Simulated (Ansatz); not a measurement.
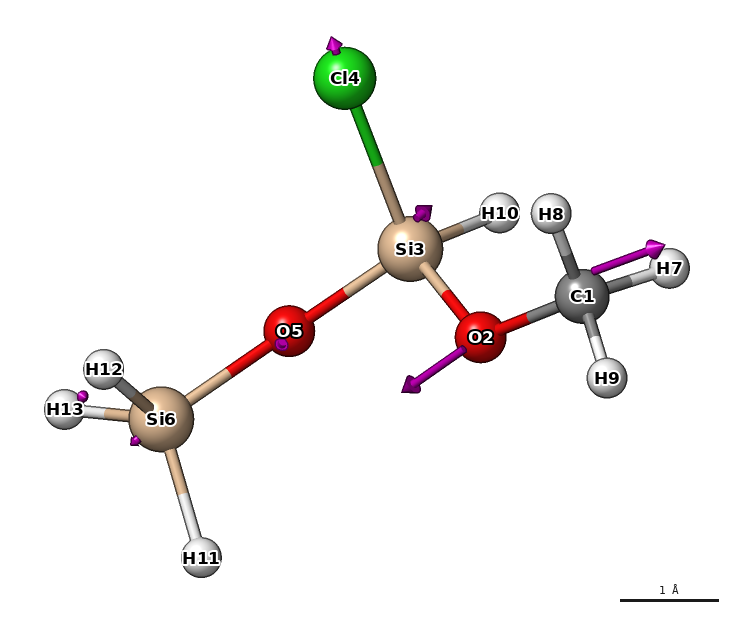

Arrows show the forces on the atoms, 3 Å of arrow for 1 eV/Å; forces under a tenth of the largest aren't drawn. Level of theory: r2SCAN-D4/def2-TZVPP (Ansatz 0.2.0).

### Which bond do the forces act along most?

C1–O2, now 1.412 Å: the forces push its atoms apart, so a first step downhill lengthens it.

List the force components in the frame of the picture (x right, y up, z towards the viewer), in eV/Å.

```csv
atom,Fx,Fy,Fz
C1,0.25,0.09,0.21
O2,−0.22,−0.15,−0.15
Si3,0.06,0.05,−0.05
Cl4,−0.02,0.06,0.03
O5,−0.01,−0.02,−0.04
Si6,−0.03,−0.02,0.00
H7,−0.01,0.00,0.00
H8,0.00,−0.01,0.00
H9,0.00,0.02,−0.01
H10,−0.02,−0.01,0.02
H11,−0.02,0.03,0.00
H12,0.00,−0.01,−0.02
H13,0.02,−0.01,0.03
```
